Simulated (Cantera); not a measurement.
A closed system holds: 1 mol Si, 2.3 mol HF, 4.6 mol Cl₂, equilibrated at 1000 Pa.

Method: chemical equilibrium by Gibbs-energy minimisation in Cantera with the NASA 1993 tables (ideal gas, pure condensed phases). Candidate condensed phases: Si; 37 gas species. The tables' values for SiCl₃, SiF₃ are old estimates; treat these amounts as uncertain. Kinetics and transport are ignored.

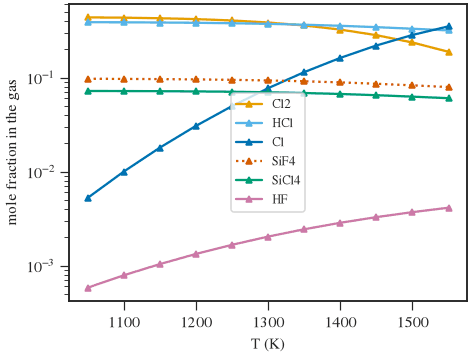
*Equilibrium gas composition (values under 1e-9 drawn at 1e-9)*

From 1050 K to 1550 K nothing is condensed. The main Si-bearing gas is SiF₄ throughout.
